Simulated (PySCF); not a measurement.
# C₃H₅FSSi: electronic excitations and core binding energies

Wanted: the electronic excitations and core binding energies of C₃H₅FSSi (`FCC1=C[SiH2]S1`), by calculation.

Programs: PySCF 2.14.0, with density-fitted response routines of our own. Each step states its level of theory. These are calculated values for one molecule in the gas phase, unless marked as measured. Atoms are numbered from 0 throughout.

### 1 Starting geometry

11 atoms, charge 0, multiplicity 1; geometry from: GFN2-xTB.

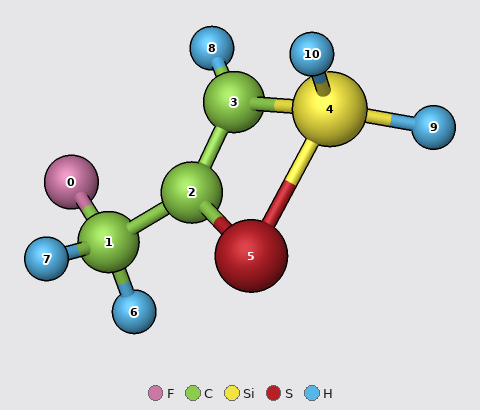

As it starts; fluorine pink, carbon green, silicon yellow, sulfur red, hydrogen blue, atoms numbered; sticks join atoms by distance.

### 2 TDDFT and polarisability: PBE0/def2-SVPD

What the job is given:

```
{"job": {"kind": "uv", "xc": "PBE0", "basis": "def2-SVPD", "nstates": 8, "ntriplets": 3}, "charge": 0, "multiplicity": 1}
F     -2.342636     0.455160    -1.057382
C     -1.852018    -0.068679     0.111276
C     -0.368169    -0.062586     0.128712
C      0.521626     0.359431    -0.786289
Si     2.093341    -0.044596     0.140800
S      0.487683    -0.692922     1.539856
H     -2.235590    -1.092753     0.198622
H     -2.250820     0.535806     0.935333
H      0.265509     0.788080    -1.739373
H      2.854377    -1.215980    -0.259284
H      2.832122     1.041708     0.761764
```

Level: TDDFT PBE0/def2-SVPD, vertical, gas phase, core orbitals frozen in the response.

Started as:

```
OMP_NUM_THREADS=1 python probes_run.py task.json out
```

One launch serves the whole session: the jobs run in the order shown.

The program printed:

```text
coarse grid: 10696 points
cycle   1  E = -903.8221310427  dE =  7.344e-01  |g| = 4.929e-01  |ddm| = 5.778e+00
cycle   2  E = -903.7742956461  dE =  4.784e-02  |g| = 7.063e-01  |ddm| = 1.758e+00
cycle   3  E = -903.8740173280  dE = -9.972e-02  |g| = 9.463e-02  |ddm| = 9.108e-01
cycle   4  E = -903.8760621164  dE = -2.045e-03  |g| = 4.335e-02  |ddm| = 2.747e-01
cycle   5  E = -903.8766079099  dE = -5.458e-04  |g| = 1.070e-02  |ddm| = 9.912e-02
cycle   6  E = -903.8766312153  dE = -2.331e-05  |g| = 3.098e-03  |ddm| = 1.739e-02
cycle   7  E = -903.8766334731  dE = -2.258e-06  |g| = 3.602e-04  |ddm| = 5.187e-03
final grid: 95760 points
cycle   8  E = -903.9773991687  dE = -1.475e-05  |g| = 7.798e-03  |ddm| = 8.349e-02
cycle   9  E = -903.9773797807  dE =  1.939e-05  |g| = 1.149e-02  |ddm| = 2.984e-02
cycle  10  E = -903.9774148609  dE = -3.508e-05  |g| = 7.673e-04  |ddm| = 2.006e-02
cycle  11  E = -903.9774150225  dE = -1.616e-07  |g| = 1.697e-04  |ddm| = 2.563e-03
cycle  12  E = -903.9774150291  dE = -6.595e-09  |g| = 4.873e-05  |ddm| = 3.993e-04
cycle  13  E = -903.9774150294  dE = -2.824e-10  |g| = 2.996e-05  |ddm| = 1.007e-04
converged SCF energy = -903.9774150294

Static polarisability (au): isotropic 80.698, principal 61.461 82.524 98.108

Singlet excitations
state   eV       nm        f      main configurations
  1   4.3378    285.8   0.00596   H->L 0.98
  2   4.8483    255.7   0.05703   H->L+1 0.96
  3   5.0304    246.5   0.00053   H->L+2 0.95
  4   5.8121    213.3   0.00455   H->L+3 0.98
  5   6.4351    192.7   0.00042   H-1->L+1 0.97
  6   6.4901    191.0   0.00860   H->L+4 0.96
  7   6.7235    184.4   0.06616   H-1->L 0.86
  8   6.7695    183.2   0.00034   H-2->L 0.92

Triplet excitations (Tamm-Dancoff, eV): 3.5159 4.0961 4.6810
```

Run time: 34 s. Hardware: 1 thread of Arm Neoverse N1, shared host; peak memory 0.7 GiB.

Frontier orbitals and where they lie:

| orbital | eV | atoms |
| --- | --- | --- |
| HOMO−3 | -9.22 | Si4 18 %, S5 16 %, C2 15 % |
| HOMO−2 | -8.91 | C2 22 %, S5 18 %, C3 14 % |
| HOMO−1 | -8.62 | S5 55 %, C3 17 %, Si4 16 % |
| HOMO | -6.49 | S5 53 %, C3 23 %, C2 16 % |
| LUMO | -0.83 | Si4 45 %, S5 19 %, H9 10 % |
| LUMO+1 | -0.61 | C2 34 %, C3 25 %, Si4 11 % |
| LUMO+2 | -0.01 | S5 46 %, Si4 18 %, C2 10 % |

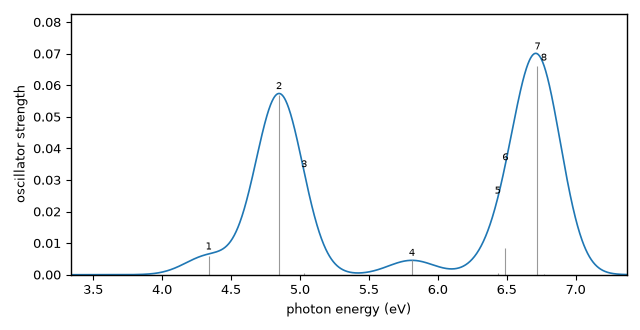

Absorption spectrum from the 8 singlet states computed; above the last one it falls off for lack of states. Lines are broadened to a width of 0.40 eV (Gaussian).

Ground-state properties from the same run:

| property | computed |
| --- | --- |
| dipole moment (D) | 1.31 |
| polarisability (Å³) | 11.96 |
| HOMO–LUMO gap (eV) | 5.66 |
| −ε(HOMO) (eV) | 6.49 |

### 3 X-ray photoelectron lines: SCAN, X2C

Same as in step 2 but for these lines:

```diff
@@ -1,2 +1,2 @@
-{"job": {"kind": "uv", "xc": "PBE0", "basis": "def2-SVPD", "nstates": 8, "ntriplets": 3}, "charge": 0, "multiplicity": 1}
+{"job": {"kind": "xps"}, "charge": 0, "multiplicity": 1}
 F     -2.342636     0.455160    -1.057382
```

With the program's defaults for keys left out, this is: delta-SCF UKS SCAN, pcX-2 on the ionised atom, pcseg-1 elsewhere, spin-free X2C.

The program printed:

```text
ground state, core basis on atom 0 (F), 148 functions
  cycle   1  E = -906.32779961  |g| = 6.40e-01
  cycle   2  E = -906.18539999  |g| = 1.08e+00
  cycle   3  E = -906.40237536  |g| = 1.46e-01
  cycle   4  E = -906.40660590  |g| = 7.70e-02
  cycle   5  E = -906.40838872  |g| = 2.51e-02
  cycle   6  E = -906.40852859  |g| = 6.88e-03
  cycle   7  E = -906.40854372  |g| = 1.65e-03
  cycle   8  E = -906.40854640  |g| = 6.38e-04
  cycle   9  E = -906.40854545  |g| = 2.31e-04
  E(ground) = -906.45748950 Eh
hole in F 1s of atom 0
  cycle   1  E = -880.05788459  |g| = 2.58e+00
  cycle   2  E = -878.54965941  |g| = 2.56e+00
  cycle   3  E = -880.21600508  |g| = 1.10e+00
  cycle   4  E = -880.88704460  |g| = 3.84e-01
  cycle   5  E = -880.90323804  |g| = 2.86e-01
  cycle   6  E = -880.94301780  |g| = 9.65e-02
  cycle   7  E = -880.94769402  |g| = 4.11e-02
  cycle   8  E = -880.94873906  |g| = 5.99e-03
  cycle   9  E = -880.94875752  |g| = 2.70e-03
  cycle  10  E = -880.94876280  |g| = 7.54e-04
  cycle  11  E = -880.94876275  |g| = 2.15e-04
  E(ion) = -881.00465613 Eh   <S^2> = 0.7570   hole on atom = 1.000   binding energy = 692.607 eV
ground state, core basis on atom 1 (C), 148 functions
  cycle   1  E = -906.36607645  |g| = 8.61e-02
  cycle   2  E = -906.36463921  |g| = 1.15e-01
  cycle   3  E = -906.36661605  |g| = 2.47e-02
  cycle   4  E = -906.36665159  |g| = 1.78e-02
  cycle   5  E = -906.36674090  |g| = 2.31e-03
  cycle   6  E = -906.36674178  |g| = 4.27e-04
  E(ground) = -906.41383099 Eh
hole in C 1s of atom 1
  cycle   1  E = -895.02793859  |g| = 1.50e+00
  cycle   2  E = -891.89251021  |g| = 2.70e+00
  cycle   3  E = -895.16269380  |g| = 9.31e-01
  cycle   4  E = -895.51102934  |g| = 4.50e-01
  cycle   5  E = -895.57634573  |g| = 1.36e-01
  cycle   6  E = -895.58136220  |g| = 5.26e-02
  cycle   7  E = -895.58273185  |g| = 1.71e-02
  cycle   8  E = -895.58279669  |g| = 1.32e-02
  cycle   9  E = -895.58289547  |g| = 4.31e-03
  cycle  10  E = -895.58290964  |g| = 2.54e-03
  cycle  11  E = -895.58291795  |g| = 1.46e-03
  cycle  12  E = -895.58292382  |g| = 1.00e-03
  cycle  13  E = -895.58292813  |g| = 7.48e-04
  cycle  14  E = -895.58293192  |g| = 5.25e-04
  cycle  15  E = -895.58293470  |g| = 2.63e-04
  E(ion) = -895.63098835 Eh   <S^2> = 0.7746   hole on atom = 1.000   binding energy = 293.416 eV
ground state, core basis on atom 2 (C), 148 functions
  cycle   1  E = -906.36580693  |g| = 5.94e-02
  cycle   2  E = -906.36570731  |g| = 2.93e-02
  cycle   3  E = -906.36551919  |g| = 3.90e-02
  cycle   4  E = -906.36589894  |g| = 8.57e-03
  cycle   5  E = -906.36592216  |g| = 7.68e-04
  cycle   6  E = -906.36592337  |g| = 2.34e-04
  E(ground) = -906.41393739 Eh
hole in C 1s of atom 2
  cycle   1  E = -895.05707954  |g| = 1.52e+00
  cycle   2  E = -893.31615553  |g| = 2.40e+00
  cycle   3  E = -895.52796245  |g| = 4.88e-01
  cycle   4  E = -895.55856030  |g| = 3.99e-01
  cycle   5  E = -895.62059877  |g| = 2.32e-01
  cycle   6  E = -895.65212302  |g| = 5.72e-02
  cycle   7  E = -895.65379025  |g| = 2.33e-02
  cycle   8  E = -895.65437151  |g| = 1.19e-02
  cycle   9  E = -895.65466079  |g| = 8.59e-03
  cycle  10  E = -895.65489068  |g| = 4.87e-03
  cycle  11  E = -895.65493269  |g| = 2.37e-03
  cycle  12  E = -895.65494245  |g| = 1.09e-03
  cycle  13  E = -895.65494338  |g| = 6.21e-04
  cycle  14  E = -895.65494457  |g| = 1.93e-04
  E(ion) = -895.70262511 Eh   <S^2> = 0.8998   hole on atom = 1.000   binding energy = 291.470 eV
ground state, core basis on atom 3 (C), 148 functions
  cycle   1  E = -906.36515877  |g| = 5.98e-02
  cycle   2  E = -906.36472523  |g| = 4.68e-02
  cycle   3  E = -906.36469802  |g| = 4.68e-02
  cycle   4  E = -906.36527788  |g| = 7.78e-03
  cycle   5  E = -906.36529377  |g| = 1.07e-03
  cycle   6  E = -906.36529485  |g| = 3.01e-04
  E(ground) = -906.41303821 Eh
hole in C 1s of atom 3
  cycle   1  E = -895.12005936  |g| = 1.52e+00
  cycle   2  E = -893.76020119  |g| = 2.13e+00
  cycle   3  E = -895.49568741  |g| = 6.00e-01
  cycle   4  E = -895.54043544  |g| = 5.32e-01
  cycle   5  E = -895.71515068  |g| = 1.01e-01
  cycle   6  E = -895.71848424  |g| = 5.35e-02
  cycle   7  E = -895.72011621  |g| = 1.54e-02
  cycle   8  E = -895.72023557  |g| = 6.48e-03
  cycle   9  E = -895.72025850  |g| = 2.43e-03
  cycle  10  E = -895.72026521  |g| = 1.51e-03
  cycle  11  E = -895.72026530  |g| = 6.51e-04
  cycle  12  E = -895.72026650  |g| = 2.49e-04
  E(ion) = -895.76771255 Eh   <S^2> = 0.7816   hole on atom = 1.000   binding energy = 289.674 eV
ground state, core basis on atom 4 (Si), 159 functions
  cycle   1  E = -906.45760501  |g| = 2.87e-01
  cycle   2  E = -906.45711234  |g| = 5.79e-02
  cycle   3  E = -906.45423188  |g| = 1.12e-01
  cycle   4  E = -906.45780877  |g| = 1.52e-02
  cycle   5  E = -906.45785770  |g| = 2.49e-03
  cycle   6  E = -906.45786315  |g| = 4.98e-04
  E(ground) = -906.46404803 Eh
hole in Si 1s of atom 4
  cycle   1  E = -837.49763108  |g| = 4.35e+00
  cycle   2  E = -835.38151717  |g| = 2.75e+00
  cycle   3  E = -831.65758734  |g| = 2.94e+00
  cycle   4  E = -838.36155549  |g| = 6.44e-01
  cycle   5  E = -838.36473445  |g| = 6.46e-01
  cycle   6  E = -838.54724662  |g| = 1.83e-01
  cycle   7  E = -838.56240266  |g| = 5.21e-02
  cycle   8  E = -838.56364497  |g| = 3.02e-02
  cycle   9  E = -838.56419618  |g| = 1.02e-02
  cycle  10  E = -838.56425096  |g| = 3.28e-03
  cycle  11  E = -838.56425935  |g| = 9.19e-04
  cycle  12  E = -838.56426061  |g| = 3.80e-04
  E(ion) = -838.57886953 Eh   <S^2> = 0.7532   hole on atom = 1.000   binding energy = 1847.250 eV
hole in Si 2p of atom 4
  cycle   1  E = -902.15538706  |g| = 1.24e+00
  cycle   2  E = -899.84509307  |g| = 1.97e+00
  cycle   3  E = -902.02202614  |g| = 9.66e-01
  cycle   4  E = -902.45443729  |g| = 2.31e-01
  cycle   5  E = -902.44567719  |g| = 2.72e-01
  cycle   6  E = -902.48437713  |g| = 7.32e-02
  cycle   7  E = -902.48703900  |g| = 2.30e-02
  cycle   8  E = -902.48730775  |g| = 5.13e-03
  cycle   9  E = -902.48731987  |g| = 2.29e-03
  cycle  10  E = -902.48732407  |g| = 1.04e-03
  cycle  11  E = -902.48732511  |g| = 5.19e-04
  cycle  12  E = -902.48732312  |g| = 2.65e-04
  E(ion) = -902.50504076 Eh   <S^2> = 0.7544   hole on atom = 1.002   binding energy = 107.730 eV
  2p3/2 = 107.459 eV   2p1/2 = 108.086 eV
ground state, core basis on atom 5 (S), 159 functions
  cycle   1  E = -906.51011663  |g| = 4.06e-01
  cycle   2  E = -906.50958684  |g| = 6.14e-02
  cycle   3  E = -906.50758986  |g| = 1.03e-01
  cycle   4  E = -906.51068675  |g| = 1.26e-02
  cycle   5  E = -906.51072010  |g| = 6.13e-03
  cycle   6  E = -906.51073091  |g| = 1.98e-03
  cycle   7  E = -906.51073105  |g| = 3.08e-04
  E(ground) = -906.54393652 Eh
hole in S 1s of atom 5
  cycle   1  E = -814.27814150  |g| = 5.08e+00
  cycle   2  E = -813.80672811  |g| = 2.52e+00
  cycle   3  E = -813.05318397  |g| = 2.01e+00
  cycle   4  E = -815.40256340  |g| = 3.99e-01
  cycle   5  E = -815.38220683  |g| = 4.83e-01
  cycle   6  E = -815.50355097  |g| = 6.42e-02
  cycle   7  E = -815.50362198  |g| = 5.59e-02
  cycle   8  E = -815.50517899  |g| = 1.24e-02
  cycle   9  E = -815.50524471  |g| = 5.89e-03
  cycle  10  E = -815.50525843  |g| = 1.05e-03
  cycle  11  E = -815.50525966  |g| = 3.50e-04
  E(ion) = -815.52950494 Eh   <S^2> = 0.7515   hole on atom = 1.000   binding energy = 2476.629 eV
hole in S 2p of atom 5
  cycle   1  E = -899.83764741  |g| = 1.53e+00
  cycle   2  E = -899.27447163  |g| = 1.61e+00
  cycle   3  E = -900.05375085  |g| = 6.92e-01
  cycle   4  E = -900.25849217  |g| = 2.45e-01
  cycle   5  E = -900.27292213  |g| = 1.74e-01
  cycle   6  E = -900.28805609  |g| = 4.41e-02
  cycle   7  E = -900.28893675  |g| = 1.45e-02
  cycle   8  E = -900.28902809  |g| = 3.98e-03
  cycle   9  E = -900.28903597  |g| = 1.31e-03
  cycle  10  E = -900.28903798  |g| = 9.68e-04
  cycle  11  E = -900.28903873  |g| = 5.09e-04
  cycle  12  E = -900.28903980  |g| = 3.68e-04
  E(ion) = -900.32909025 Eh   <S^2> = 0.7537   hole on atom = 1.001   binding energy = 169.115 eV
  2p3/2 = 168.853 eV   2p1/2 = 170.097 eV
```

Wall time 2 min (1 thread of Arm Neoverse N1, shared host); peak memory 0.55 GiB.

Binding energies by hole, beside the orbital energy of the ground state; the difference holds orbital relaxation and, for a density functional, its self-interaction error:

| hole | stands for | environment | ΔSCF (eV; 2p as the shell's mean) | −ε (eV) | ⟨S²⟩ |
| --- | --- | --- | --- | --- | --- |
| F1s on F0 | F0 | fluorine on an sp3 carbon | 692.61 | 666.6 | 0.757 |
| C1s on C1 | C1 | allylic sp3 CH2 bonded to F | 293.42 | 276.2 | 0.775 |
| C1s on C2 | C2 | fully substituted alkene carbon | 291.47 (doubtful) | 275.4 | 0.900 |
| C1s on C3 | C3 | alkene CH | 289.67 | 273.6 | 0.782 |
| Si1s on Si4 | Si4 | silicon bonded to C, S, 2 H, in a 4-membered ring | 1847.25 | 1794.3 | 0.753 |
| Si2p on Si4 | Si4 | silicon bonded to C, S, 2 H, in a 4-membered ring | 107.67 | 97.1 | 0.754 |
| S1s on S5 | S5 | sulfur bonded to C, Si, in a 4-membered ring | 2476.63 | 2414.8 | 0.751 |
| S2p on S5 | S5 | sulfur bonded to C, Si, in a 4-membered ring | 169.27 | 157.9 | 0.754 |

Doubtful: the ion did not converge, its hole moved, or its ⟨S²⟩ is well above 0.75.

With the spin-orbit splitting: Si4 2p3/2 107.46, 2p1/2 108.09 eV; S5 2p3/2 168.85, 2p1/2 170.10 eV. The table gives each 2p level as the mean over the whole 2p shell (two parts 2p3/2, one part 2p1/2), which differs a little from the single hole in the log.

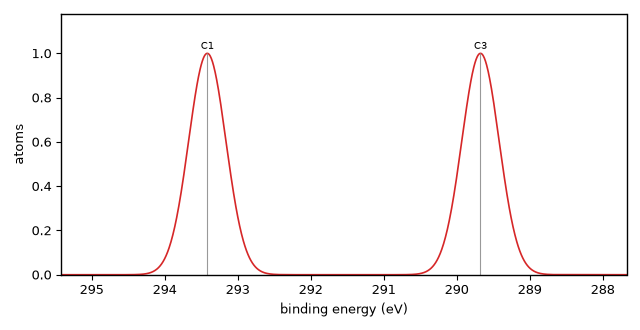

The C1s photoelectron lines, weighted by the number of atoms. Only 2 of the 3 C atoms are covered by sound results. Lines are broadened to a width of 0.60 eV (Gaussian).

### 4 What came out

| quantity | value |
| --- | --- |
| lowest singlet (PBE0/def2-SVPD) | 4.34 eV (286 nm), f = 0.006 |
| brightest single state of those computed | state 7, 6.72 eV, f = 0.066 |
| lowest triplet | 3.52 eV |
| C1s binding energies, SCAN/pcX-2 (standing for 2 of 3 atoms) | C1 293.42, C3 289.67 eV |
| F1s binding energies, SCAN/pcX-2 | F0 692.61 eV |
| Si1s binding energies, SCAN/pcX-2 | Si4 1847.25 eV |
| Si2p binding energies, SCAN/pcX-2 | Si4 107.67 eV |
| S1s binding energies, SCAN/pcX-2 | S5 2476.63 eV |
| S2p binding energies, SCAN/pcX-2 | S5 169.27 eV |

**Reading.** The first singlet state (HOMO→LUMO 0.98) lies at 4.34 eV and is weak; of the 8 states computed, the strongest absorption comes from state 7 at 6.72 eV. The lowest triplet lies 0.82 eV below the lowest singlet (triplets in Tamm-Dancoff, singlets in full TDDFT). States above −ε(HOMO) lie where TDDFT describes them poorly and they hang on the basis; the brightest is among them. The C1s levels kept as sound span 3.74 eV, from C3 (alkene CH) up to C1 (allylic sp3 CH2 bonded to F). Only 2 of the 3 C atoms are covered by sound results.
